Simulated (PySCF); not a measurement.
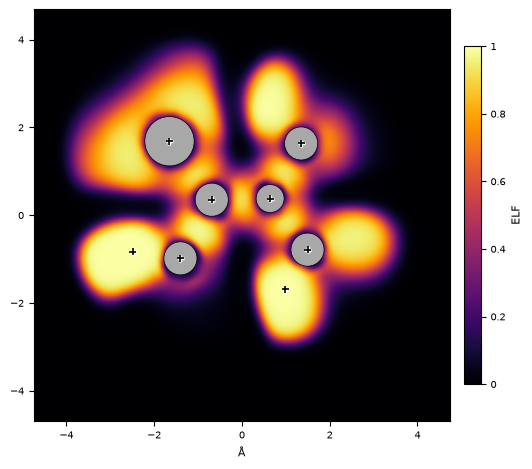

The electron localisation function on a plane through atoms (crosses mark nuclei in the plane; grey discs cover the cores).

All numbers below come from PBE0/pcSseg-1, SCF density, gas phase, non-relativistic (PySCF 2.14.0).

Candidates:
A. C5H18Si3 (SMILES CC(C)[SiH2]CC[SiH2][SiH3])
B. C4H7F2NS (SMILES CN(C)C(=S)C(F)F)
C. C6H15NOSi

Question: Which system is this?

Answer: Candidate B: C4H7F2NS on the plane of atoms C4, C6 and H15, which holds C, N, S and H. C–N (1.33 Å): the ELF peaks at about 0.90 between the atoms: localised, covalent bonding. C–C (1.51 Å): the ELF peaks at about 1 between the atoms, as expected for a covalent bond.
